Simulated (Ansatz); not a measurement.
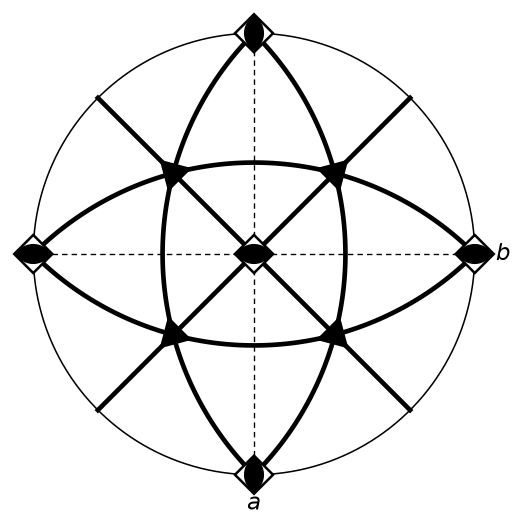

Stereographic projection: heavy lines are mirror planes (a heavy rim: a mirror in the plane of the page); lens, triangle, square and hexagon are 2-, 3-, 4- and 6-fold axes, a lens in an open square is −4, a triangle in an open hexagon −6; thin dashed diameters join the ends of axes that lie in the page; a small open circle marks inversion. The c axis points at the viewer. Computed from the symmetry operations of a computed or model structure of composition AgS, which need not be its known form.

**Name the crystal class.**

-43m (Td), order 24, cubic system: three −4 axes, four threefold axes, six mirror planes.

**Which physical properties does it allow?**

It is not centrosymmetric; not polar, but piezoelectricity is allowed; it is not chiral.
